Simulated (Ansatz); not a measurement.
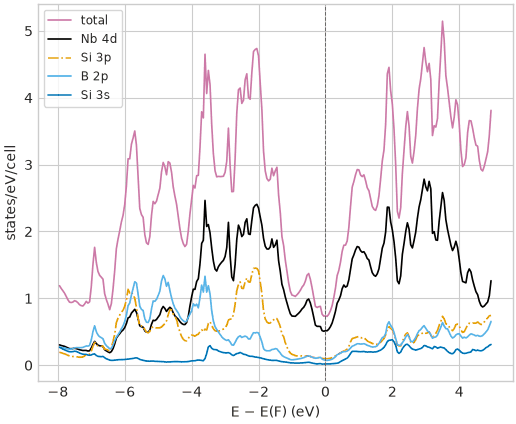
Fig. 1. Total and projected density of states of NbSiB in space group Cmcm (No. 63; Si on 4c, B on 4c, Nb on 4c), PBEsol in the plane-wave PAW code Ansatz

Task: Which orbitals carry the states next to the Fermi level?

Result: Within 0.5 eV of the Fermi level: Nb 4d 69 %, Si 3p 12 %, B 2p 11 %. Projections are on Löwdin-orthogonalised atomic valence shells; empty p or d shells of many metals are not among them.

Task: Where is the tallest occupied peak in this window, and what makes it?

Result: Near -2.0 eV, about 4.7 states/eV per cell; the largest projected share is Nb 4d.

The start of the workflow was typed in or built on a structure type; neither database checked (COD, Materials Project) lists it. Whether it is the stable phase at ambient conditions was not checked. The PBEsol relaxation kept the symmetry of its start; whether a distortion lowers the energy is not shown. The run is not spin-polarised. Spin–orbit coupling is left out wherever it is not named.

Potentials: the later of the program's two PAW sets.
